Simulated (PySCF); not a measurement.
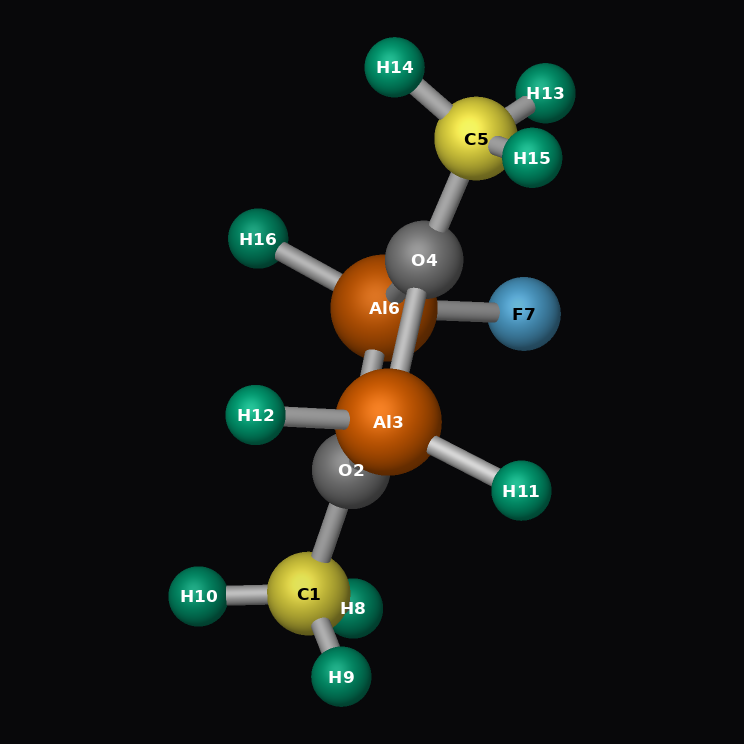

The geometry was computed by an optimisation with PBE0-D3(BJ)/def2-SVP. No frequency run is at hand to confirm it as a minimum. Level of theory: delta-SCF UKS SCAN, pcX-2 on the ionised atom, pcseg-1 elsewhere, spin-free X2C (PySCF 2.14.0).

Give the core-electron binding energies (to vacuum; p and d levels without spin–orbit splitting) of C1 1s, O2 1s, Al3 1s, Al3 2p, Al6 1s, Al6 2p, F7 1s.

```
atom  level  binding energy (eV)
  C1     1s                293.2
  O2     1s                539.1
 Al3     1s               1567.0
 Al3     2p                 80.7
 Al6     1s               1567.5
 Al6     2p                 81.0
  F7     1s                691.0
```
